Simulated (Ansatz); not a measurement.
# BH4O− (SMILES [BH3-]O) at CCSDT/STO-3G

Aim: the energy change on altering one bond length of BH4O− at CCSDT/STO-3G, from 2 runs. 

Program for the calculation: Ansatz 0.2.0.

### 1 Starting point

The species is BH4O− (6 atoms), meant as a singlet with charge -1. SMILES: `[BH3-]O`. The shape is that of a GFN2-xTB optimisation.

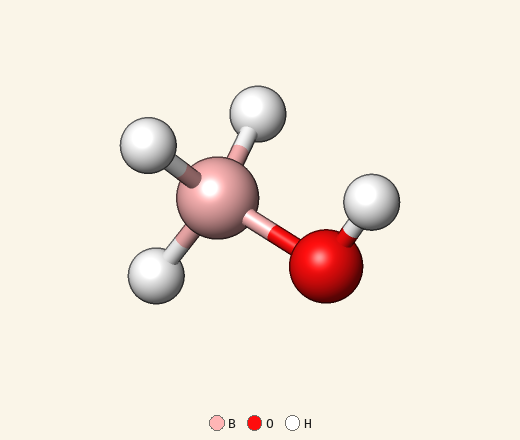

Viewed from a chosen angle; boron pink, oxygen red, hydrogen white.

### 2 The energy at CCSDT/STO-3G

input.yaml reads:

```yaml
basis:
  gaussian: {orbitals: STO-3G}
crystal:
  periodic: [false, false, false]
  atoms:
    - {symbol: B, position_ang: [-0.074670, -0.173680, -0.316420]}
    - {symbol: O, position_ang: [-0.013550, 1.016190, 0.603980]}
    - {symbol: H, position_ang: [1.062740, -0.650510, -0.499740]}
    - {symbol: H, position_ang: [-0.542300, 0.195170, -1.379270]}
    - {symbol: H, position_ang: [-0.789000, -1.072510, 0.169030]}
    - {symbol: H, position_ang: [0.356770, 0.685330, 1.422430]}
total_charge: -1
correlation: {method: ccsdt, frozen_orbitals: {B: 1, H: 0, O: 1}}
accuracy: high
scf: {omitted_lower_state_checks: [cluster_reference, increment]}
```

Started as:

```sh
ansatz run input.yaml --threads 1 --pin off --max-ram 2610MiB --events-out events.jsonl --progress --plain --runs-dir runs
```

Log, cut to the lines that bear on the results:

```text
Warning: RAYON_NUM_THREADS=1 ignored (pool sized by the plan → 1); use --threads N
Functional definition: HF
  name "HF"
[...]
229 factors; integrals over basis functions are off by at most 3.2e-8 eV
[...]
mean field -2732.41021528 eV, -100.4142233172 hartree, gradient 2.6e-8 eV, S^2 0.000000; 0 other end points of the search recorded, 0 dependent functions left out
2 core orbitals not correlated: weight in the atoms' cores, before any rotation towards them, 1.000 or more for the frozen orbitals, at most 0.000 for the correlated occupied ones
reference -2732.41021528 eV, -100.4142233172 hartree; 7, 7 occupied and 5, 5 virtual orbitals, 229 factors
second order -2.04813496 eV of doubles, -0.00000000 eV of singles
cycle   1  -2.54431572 eV  change   -5.0e-1 eV  update   5.5e-2
[...]
cycle  18  -2.82530780 eV  change   2.4e-10 eV  update   1.0e-9
Total energy: -2735.23552307 eV, -100.5180514637 hartree
Checks for a lower state left out: cluster_reference, increment
```

It took 0.14 s on 1 thread of Arm Neoverse V2, shared host.

### 3 The distorted shape at the same level

molecule.yaml reads:

```yaml
crystal:
  periodic: [false, false, false]
  atoms:
    - {symbol: B, position_ang: [-0.359039, -0.054466, -0.270587]}
    - {symbol: O, position_ang: [-0.297919, 1.135404, 0.649813]}
    - {symbol: H, position_ang: [1.062740, -0.650510, -0.499740]}
    - {symbol: H, position_ang: [-0.826669, 0.314384, -1.333437]}
    - {symbol: H, position_ang: [-1.073369, -0.953296, 0.214863]}
    - {symbol: H, position_ang: [0.072401, 0.804544, 1.468263]}
basis:
  gaussian: {orbitals: STO-3G}
total_charge: -1
correlation: {method: ccsdt, frozen_orbitals: {B: 1, H: 0, O: 1}}
accuracy: high
scf: {omitted_lower_state_checks: [cluster_reference, increment]}
```

Started as:

```sh
ansatz run molecule.yaml --threads 1 --pin off --max-ram 2610MiB --events-out events.jsonl --progress --plain --runs-dir runs
```

Log, cut to the lines that bear on the results:

```text
Warning: RAYON_NUM_THREADS=1 ignored (pool sized by the plan → 1); use --threads N
Functional definition: HF
  name "HF"
[...]
229 factors; integrals over basis functions are off by at most 3.9e-8 eV
[...]
mean field -2731.20504910 eV, -100.3699342770 hartree, gradient 1.1e-8 eV, S^2 0.000000; 0 other end points of the search recorded, 0 dependent functions left out
2 core orbitals not correlated: weight in the atoms' cores, before any rotation towards them, 1.000 or more for the frozen orbitals, at most 0.000 for the correlated occupied ones
reference -2731.20504910 eV, -100.3699342770 hartree; 7, 7 occupied and 5, 5 virtual orbitals, 229 factors
second order -2.24628316 eV of doubles, -0.00000000 eV of singles
cycle   1  -2.78752709 eV  change   -5.4e-1 eV  update   6.3e-2
[...]
cycle  20  -3.12448587 eV  change  -2.3e-10 eV  update  8.2e-10
Total energy: -2734.32953497 eV, -100.4847570150 hartree
Checks for a lower state left out: cluster_reference, increment
```

It took 0.16 s on 1 thread of Arm Neoverse V2, shared host.

### 4 What came out

At CCSDT/STO-3G, 2 core orbitals frozen:

```
                                                         quantity          value
                                        first shape: total energy  -100.51805 Eh
         first shape: correlation energy (2 core orbitals frozen)     -103.8 mEh
                                       first shape: T1 diagnostic          0.006
                                    distorted shape: total energy  -100.48476 Eh
     distorted shape: correlation energy (2 core orbitals frozen)     -114.8 mEh
                                   distorted shape: T1 diagnostic          0.008
energy change with the B1–H3 bond stretched from 1.247 to 1.559 Å       0.906 eV
```

What this shows: With the B1–H3 bond stretched from 1.247 to 1.559 Å the energy rises by 0.91 eV (87.4 kJ/mol). The first shape isn't relaxed at this level, so the change isn't measured from a minimum. The minimal basis adds a large error of its own.
